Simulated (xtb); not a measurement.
## Geometry relaxation, with input and output: GeH5 (charge −1) (part 1 of 2)

The run: geometry relaxation of GeH5, charge −1, SMILES [H][Ge-]([H])([H])([H])[H]. Method and program: GFN-FF (xtb 6.7.1).

The geometry comes from this level: GFN2-xTB.

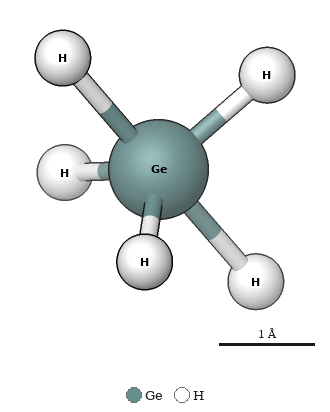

Figure 1. The starting structure (ball-and-stick view, seen at a tilt). Sticks mark near contacts.

Input file (coord)
```
$coord angs
     0.0001700    -0.0010500     0.0065900  Ge
    -0.0234800    -0.0057400     1.7686900  H
     0.0220000     0.0094500    -1.7748700  H
     1.5149000     0.0109900     0.0156700  H
    -0.7670400     1.3041200     0.0000500  H
    -0.7465400    -1.3177800    -0.0161300  H
$end
```

File .CHRG
```
-1
```

File .UHF
```
0
```

Launch command:
```bash
xtb coord --dipole --gfnff --ohess extreme -P 1 | tee xtb.out
```

Log
```
* xtb version 6.7.1
   ID    Z sym.   atoms
    1   32 Ge     1
    2    1 H      2-6

           -------------------------------------------------
          |                Calculation Setup                |
           -------------------------------------------------

          program call               : xtb coord --dipole --gfnff --ohess extreme -P 1
          coordinate file            : coord
          omp threads                :                     1

molecular fragmentation (1/2 indicates fragments):
111112
# atoms in fragment 1/2:     5     1
 fragment masses (1/2) :       76.66        1.01
CMA distance (Bohr)    :   2.899
constraining FC (au)   :  0.0500
          charge from .CHRG file: -1

          ==================== Thresholds ====================
          CN  :   150.00000
          rep :   500.00000
          disp:  2500.00000
          HB1 :   250.00000
          HB2 :   450.00000

          Pauling EN used:
          Z : 1  EN :  2.20
          Z :32  EN :  2.01
          electric field strengths (au): 0.000

           -------------------------------------------------
          |           Force Field Initialization            |
           -------------------------------------------------

          distances ...
          ----------------------------------------
          generating topology and atomic info file ...
          pair mat ...
          computing topology distances matrix with Floyd-Warshall algo ...
          making topology EEQ charges ...
          #fragments for EEQ constrain: 1
          ----------------------------------------
          generating topology and atomic info file ...
          pair mat ...
          computing topology distances matrix with Floyd-Warshall algo ...
          making topology EEQ charges ...
          #fragments for EEQ constrain: 1
          rings ...
          # BATM   0
          # H in HB   0

  atom   neighbors  erfCN metchar sp-hybrid imet pi  qest     coordinates
    1  Ge      5    3.72   0.07         5    0    0   0.118    0.000321   -0.001984    0.012453
    2  H       1    0.73   0.07         0    0    0  -0.224   -0.044371   -0.010847    3.342340
    3  H       1    0.70   0.08         0    0    0  -0.224    0.041574    0.017858   -3.354018
    4  H       1    0.96   0.01         0    0    0  -0.224    2.862746    0.020768    0.029612
    5  H       1    0.96   0.01         0    0    0  -0.224   -1.449496    2.464430    0.000094
    6  H       1    0.96   0.01         0    0    0  -0.224   -1.410756   -2.490243   -0.030481

          #atoms :   6
          #bonds :   5
          #angl  :   10
          #tors  :   0
          #nmol  :   1
          #optfrag :   1
           -------------------------------------------------
          |                   G F N - F F                   |
          |          A general generic force-field          |
          |                  Version 1.0.3                  |
           -------------------------------------------------
          Number of HB bonds (bound hydrogen)     0
          Number of HB bonds (unbound hydrogen)   0
          Number of XB bonds                      0

 E+G (total)                   0 d,  0 h,  0 min,  0.000 sec
 distance/D3 list               ...        0 min,  0.000 sec (  1.520%)
 non bonded repulsion           ...        0 min,  0.000 sec ( 16.305%)
 dCN                            ...        0 min,  0.000 sec (  2.581%)
 EEQ energy and q               ...        0 min,  0.000 sec ( 14.009%)
 D3                             ...        0 min,  0.000 sec ( 14.496%)
 EEQ gradient                   ...        0 min,  0.000 sec (  8.489%)
 bonds                          ...        0 min,  0.000 sec ( 10.439%)
 bend and torsion               ...        0 min,  0.000 sec (  7.571%)
 bonded ATM                     ...        0 min,  0.000 sec (  0.975%)
 HB/XB (incl list setup)        ...        0 min,  0.000 sec ( 10.625%)

         :::::::::::::::::::::::::::::::::::::::::::::::::::::
         ::                     SUMMARY                     ::
         :::::::::::::::::::::::::::::::::::::::::::::::::::::
         :: total energy              -1.544499362712 Eh    ::
         :: gradient norm              0.087409981185 Eh/a0 ::
         ::.................................................::
         :: bond energy               -0.514649195424 Eh    ::
         :: angle energy               0.003462369309 Eh    ::
         :: torsion energy             0.000000000000 Eh    ::
         :: repulsion energy           0.010415437972 Eh    ::
         :: electrostat energy        -1.041567712124 Eh    ::
         :: dispersion energy         -0.002160262445 Eh    ::
         :: HB energy                  0.000000000000 Eh    ::
         :: XB energy                  0.000000000000 Eh    ::
         :: bonded atm energy          0.000000000000 Eh    ::
         :: external energy            0.000000000000 Eh    ::
         :: add. restraining           0.000000000000 Eh    ::
         :: total charge              -1.000000000000 e     ::
         :::::::::::::::::::::::::::::::::::::::::::::::::::::

      -----------------------------------------------------------
     |                   =====================                   |
     |                        A N C O P T                        |
     |                   =====================                   |
     |               Approximate Normal Coordinate               |
     |                Rational Function Optimizer                |
      -----------------------------------------------------------
      -----------------------------------------------------------
     |                   =====================                   |
     |                        A N C O P T                        |
     |                   =====================                   |
     |               Approximate Normal Coordinate               |
     |                Rational Function Optimizer                |
      -----------------------------------------------------------

          ...................................................
          :                      SETUP                      :
          :.................................................:
          :   optimization level           extreme          :
          :   max. optcycles                   200          :
          :   ANC micro-cycles                  20          :
          :   degrees of freedom                12          :
          :.................................................:
          :   RF solver                   davidson          :
          :   write xtbopt.log                true          :
          :   linear?                        false          :
          :   energy convergence         0.5000000E-07 Eh   :
          :   grad. convergence          0.5000000E-04 Eh/α :
          :   maxmium RF displ.          1.0000000          :
          :   Hlow (freq-cutoff)         0.1000000E-01      :
          :   Hmax (freq-cutoff)         5.0000000          :
          :   S6 in model hess.         20.0000000          :
          ...................................................

generating ANC from exact Hessian ...
Using GFN-FF Lindh-Hessian
 Shifting diagonal of input Hessian by    6.0447890538779742E-003
 Lowest  eigenvalues of input Hessian
    0.000000    0.000000    0.000000    0.000000    0.000000    0.000000
    0.010000    0.011658    0.014405    0.014446    0.016604    0.047808
    0.048100    0.073315    0.219712    0.228677    0.590935    0.593470
 Highest eigenvalues
    0.048100    0.073315    0.219712    0.228677    0.590935    0.593470

........................................................................
.............................. CYCLE    1 ..............................
........................................................................
 * total energy  :    -1.5444994 Eh     change        0.0000000E+00 Eh
   gradient norm :     0.0874100 Eh/α   predicted     0.0000000E+00 (   0.00%)
   displ. norm   :     0.6645184 α      lambda       -0.5805583E-01
   maximum displ.:     0.6642255 α      in ANC's #8, #10, #5, ...

........................................................................
.............................. CYCLE    2 ..............................
........................................................................
 * total energy  :    -1.5754878 Eh     change       -0.3098844E-01 Eh
   gradient norm :     0.0078373 Eh/α   predicted    -0.4184620E-01 (  35.04%)
   displ. norm   :     0.0409777 α      lambda       -0.2796425E-03
   maximum displ.:     0.0249324 α      in ANC's #9, #10, #5, ...

........................................................................
.............................. CYCLE    3 ..............................
........................................................................
 * total energy  :    -1.5755298 Eh     change       -0.4198957E-04 Eh
   gradient norm :     0.0076536 Eh/α   predicted    -0.1400554E-03 ( 233.55%)
   displ. norm   :     0.0206171 α      lambda       -0.1288998E-03
   maximum displ.:     0.0160960 α      in ANC's #9, #5, #10, ...

........................................................................
.............................. CYCLE    4 ..............................
........................................................................
 * total energy  :    -1.5755963 Eh     change       -0.6651129E-04 Eh
   gradient norm :     0.0003069 Eh/α   predicted    -0.6447836E-04 (  -3.06%)
   displ. norm   :     0.0041272 α      lambda       -0.5678159E-06
   maximum displ.:     0.0029930 α      in ANC's #5, #10, #8, ...

........................................................................
.............................. CYCLE    5 ..............................
........................................................................
 * total energy  :    -1.5755966 Eh     change       -0.2538691E-06 Eh
   gradient norm :     0.0001685 Eh/α   predicted    -0.2854115E-06 (  12.42%)
   displ. norm   :     0.0010953 α      lambda       -0.8790772E-07
   maximum displ.:     0.0006572 α      in ANC's #5, #8, #10, ...

........................................................................
.............................. CYCLE    6 ..............................
........................................................................
 * total energy  :    -1.5755966 Eh     change       -0.6929675E-07 Eh
   gradient norm :     0.0000222 Eh/α   predicted    -0.4571323E-07 ( -34.03%)
   displ. norm   :     0.0004986 α      lambda       -0.2542066E-08
   maximum displ.:     0.0004428 α      in ANC's #5, #8, #10, ...

........................................................................
.............................. CYCLE    7 ..............................
........................................................................
 * total energy  :    -1.5755966 Eh     change       -0.2277042E-08 Eh
   gradient norm :     0.0000136 Eh/α   predicted    -0.2258781E-08 (  -0.80%)
   displ. norm   :     0.0001717 α      lambda        0.1233195E-08
   maximum displ.:     0.0001358 α      in ANC's #5, #10, #8, ...

   *** GEOMETRY OPTIMIZATION CONVERGED AFTER 7 ITERATIONS ***

------------------------------------------------------------------------
 total energy gain   :        -0.0310973 Eh      -19.5138 kcal/mol
 total RMSD          :         0.2715328 a0        0.1437 Å
 total power (kW/mol):       -11.6636938 (step)********** (real)
------------------------------------------------------------------------
```
